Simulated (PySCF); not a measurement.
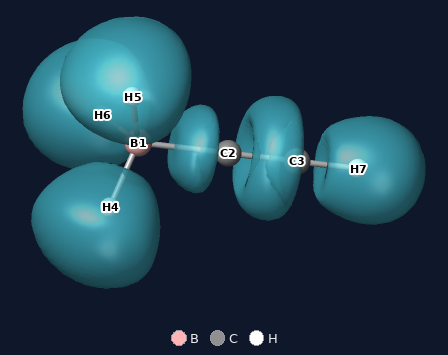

*C2H4B (SMILES [BH3-]C#C) (charge −1). Isosurface of the electron localisation function at 0.75 (cyan), seen at a tilt. Only the valence region is drawn (cores and ρ < 0.01 e/Å³ removed).*

Geometry: GFN2-xTB.

Method: PySCF 2.14.0, PBE0/pcSseg-1, SCF density, gas phase, non-relativistic.

```xyz
7

B    -0.9909    0.0807    0.0100
C     0.5780   -0.0462   -0.0116
C     1.7790   -0.1421   -0.0285
H    -1.4663   -0.5446   -0.9374
H    -1.4257   -0.3802    1.0649
H    -1.3078    1.2663   -0.0802
H     2.8370   -0.2289   -0.0442
```

**Where are the electrons localised?**

At this value the surface marks out one region between bonded B–C atoms (shared pairs), one region between bonded C–C atoms (shared pairs) and four regions around hydrogen nuclei.

Values along the shortest contacts:
C–C (1.20 Å): the ELF peaks at about 0.85 between the atoms; a multiple bond. C–B (1.57 Å): the ELF peaks at about 1 between the atoms (a covalent bond).
